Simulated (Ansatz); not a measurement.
## CH₅SSi (charge +1): phonon calculation

- system: CH₅SSi, charge +1, SMILES [SiH2]=C[SH2+]
- method: RHF/def2-TZVP (Ansatz 0.2.0)

It belongs to a series of runs on one base structure; here: vibrations at the highest image of the band.

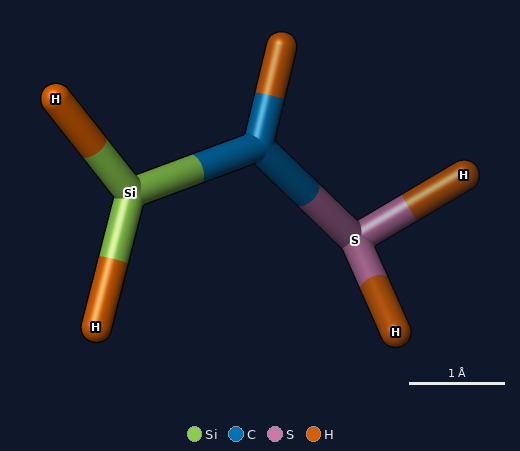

**Figure 1.** The input geometry (stick view, seen at a tilt). Bond lengths as drawn: C–H 1.07 Å, C–S 1.75 Å, C–Si 1.70 Å, H–S 1.33 to 1.34 Å and H–Si 1.46 Å.

**The input**
```yaml
crystal:
  periodic: [false, false, false]
  atoms:
    - { symbol: Si, position_ang: [-1.215474, 0.814617, -0.387425] }
    - { symbol: C, position_ang: [0.38019, 0.384033, 0.021418] }
    - { symbol: S, position_ang: [1.15486, -1.178516, -0.173018] }
    - { symbol: H, position_ang: [-2.176598, -0.18193, -0.850015] }
    - { symbol: H, position_ang: [-1.642964, 2.19752, -0.23925] }
    - { symbol: H, position_ang: [1.084591, 1.126804, 0.348418] }
    - { symbol: H, position_ang: [2.066111, -1.141041, 0.801022] }
    - { symbol: H, position_ang: [0.349285, -2.021487, 0.478852] }
total_charge: 1
basis:
  gaussian: { orbitals: def2-TZVP }
hamiltonian:
  xc: hf
phonons: {}
```

Machine: 2 threads of Intel Xeon (Sapphire Rapids), 16 GiB of memory available, shared host.

Launch command:
```bash
ansatz run input.yaml --threads 2 --pin off --max-ram 3072MiB --backend cpu --events-out ev --progress --plain --runs-dir out
```

**The program's output**
```
Engine: ansatz 0.2.0, x86_64-unknown-linux-gnu
Functional definition: HF
  exchange = exact_x
  correlation = 0
1083 factors; their error is unknown
mean field evaluation 1: about -19776.2079 eV, gradient 4.1e1 eV
mean field evaluation 2: about -19779.1267 eV, gradient 2.6e1 eV
mean field evaluation 4: about -19780.9147 eV, gradient 8.5e-1 eV
mean field evaluation 8: about -19781.1841 eV, gradient 4.4e-1 eV
mean field -19781.18423409 eV, -726.9451124346 hartree, gradient 1.3e-5 eV, S^2 0.000000; 0 other end points of the search recorded, 0 dependent functions left out
the calculation of the forces begins
reference -19781.18423409 eV, -726.9451124346 hartree; 20, 20 occupied and 115, 115 virtual orbitals, 1083 factors
these checks for a lower state are left out or cut short: stability, starts, cluster_reference, orbital_swaps, neighbouring_geometries, increment
1083 factors; their error is unknown
mean field evaluation 16: about -19780.9190 eV, gradient 1.6e-4 eV
mean field -19781.18408560 eV, -726.9451069775 hartree, gradient 2.5e-6 eV, S^2 0.000000; 0 other end points of the search recorded, 0 dependent functions left out
[... from here on the field's lines of each further geometry are left out, up to the last ...]
the calculation of the forces begins
reference -19781.18420856 eV, -726.9451114962 hartree; 20, 20 occupied and 115, 115 virtual orbitals, 1083 factors
these checks for a lower state are left out or cut short: stability, starts, cluster_reference, orbital_swaps, neighbouring_geometries, increment
1083 factors; their error is unknown
mean field -19781.18420735 eV, -726.9451114520 hartree, gradient 2.5e-6 eV, S^2 0.000000; 0 other end points of the search recorded, 0 dependent functions left out
the calculation of the forces begins
reference -19781.18420735 eV, -726.9451114520 hartree; 20, 20 occupied and 115, 115 virtual orbitals, 1083 factors
WARN: phonons: modes at or below zero, which the zero-point energy, F, S and C_V leave out: 1, the lowest at -274.59 cm⁻¹. A minimum has none, and a first-order saddle one
Total energy: -19781.18423409 eV, -726.9451124346 hartree
Atom 0 at    -1.215474     0.814617    -0.387425 Å, force    -0.000579    -0.007628    -0.001988 eV/Å
Atom 1 at     0.380190     0.384033     0.021418 Å, force    -0.006208     0.011741    -0.001083 eV/Å
Atom 2 at     1.154860    -1.178516    -0.173018 Å, force     0.001098    -0.000758     0.000917 eV/Å
Atom 3 at    -2.176598    -0.181930    -0.850015 Å, force    -0.000586     0.001167     0.000246 eV/Å
Atom 4 at    -1.642964     2.197520    -0.239250 Å, force     0.000901     0.001459     0.000423 eV/Å
Atom 5 at     1.084591     1.126804     0.348418 Å, force     0.005219    -0.006276     0.002076 eV/Å
Atom 6 at     2.066111    -1.141041     0.801022 Å, force     0.001148     0.001920    -0.000834 eV/Å
Atom 7 at     0.349285    -2.021487     0.478852 Å, force    -0.000993    -0.001626     0.000243 eV/Å
Dipole moment:     0.034140    -0.272611     0.205090 e Å
Vibrations: -274.59 230.27 380.16 581.47 671.00 722.85 751.47 954.41 982.95 1009.92 1102.28 1298.19 1368.45 2413.14 2453.38 2791.91 2812.09 3331.03 cm⁻¹, zero-point energy 1.478819 eV
```

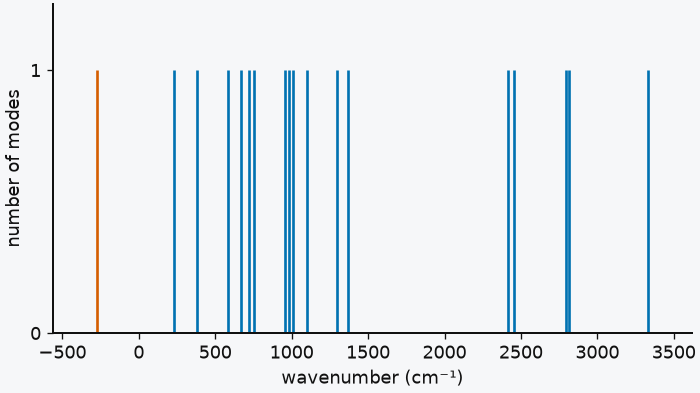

**Figure 2.** Harmonic vibrational wavenumbers from the force constants; neighbouring modes closer than 16 cm⁻¹ are counted in one stick, and imaginary ones are drawn at negative wavenumbers. 18 modes from 275i to 3331 cm⁻¹, 1 imaginary beyond 8i (275i cm⁻¹): a first-order saddle point, if the geometry is stationary.

**Results in brief**

| quantity | value |
| --- | --- |
| outcome | converged |
| total energy | −19781.1842 eV |
| mean-field energy | −19781.1842 eV |
| largest force (length of the vector) | 0.013 eV/Å |
| wall time | 50 s (CPU time 92 s) |
| peak memory | 0.3 GiB |
